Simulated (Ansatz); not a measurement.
Consider TiO2 in the anatase structure (space group I4_1/amd, No. 141; a = 3.739 Å, c = 9.455 Å). Axes: x, y, z lie along a, b, c of the conventional cell.

The change: uniaxial strain ε_zz = −1.80 %, all other strain components held at zero, atoms relaxed at fixed cell.

Computed with Ansatz (a program for electronic structure), LDA, PAW, cutoff 420 eV, spin-orbit coupling left out.

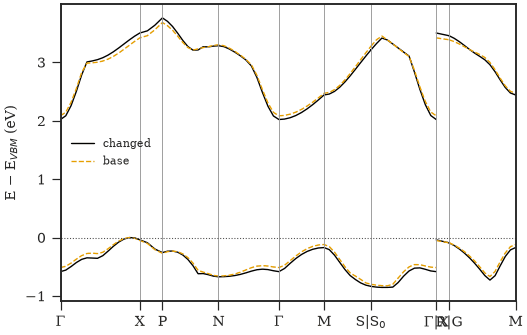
Fig. 1. Highest valence and lowest conduction band along the path, each from its own valence-band maximum

The gap is 2.02 eV, indirect, Γ–X (87 % along) → Γ; the base has 2.08 eV.

Whether these cells are dynamically stable was not tested. All final runs are without spin polarisation.
